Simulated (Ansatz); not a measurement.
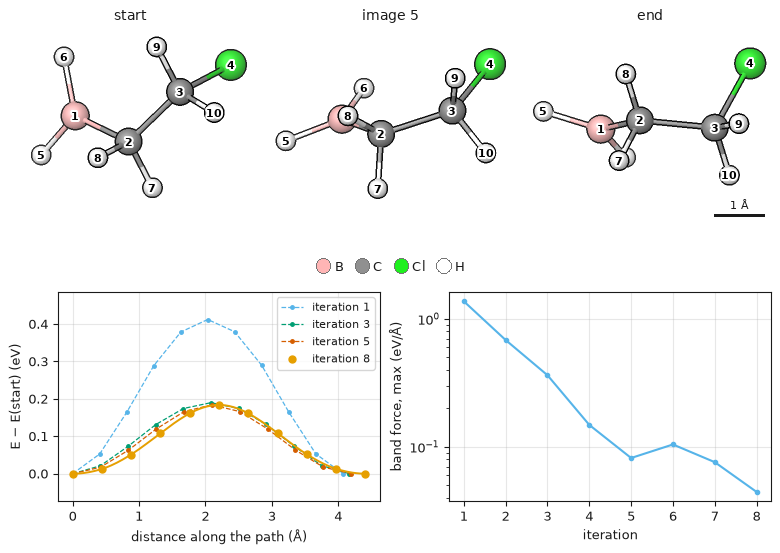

A search for the minimum-energy path of C2H6BCl by the nudged elastic band. Images are numbered from 0 (start) to 10 (end). The plot follows the band through its iterations. The picture is a ball-and-stick view, seen at a tilt.

The calculation used RKS PBE0/def2-SVP in Ansatz. Settings: 9 movable images; climbing image; force threshold 0.05 eV/Å; iteration limit 60; starting path by image-dependent pair potential.

Judge this run.

The run is converged, with reservations. The band converged in 8 iterations. The largest component of the band force went from 1.4 to 0.044 eV/Å. The climbing image converged on the top of the path. Its vibrational analysis gives 2 imaginary modes over 30i cm⁻¹, so it isn't confirmed as a transition state. The first iteration put the highest image at 0.412 eV. The two ends have the same energy, and the highest point, image 5, lies 0.184 eV above the start.

The run took 2.9 min on 1 thread of Intel(R) Xeon(R) Platinum 8559C (Emerald Rapids), on a shared host, peak memory 0.27 GiB.
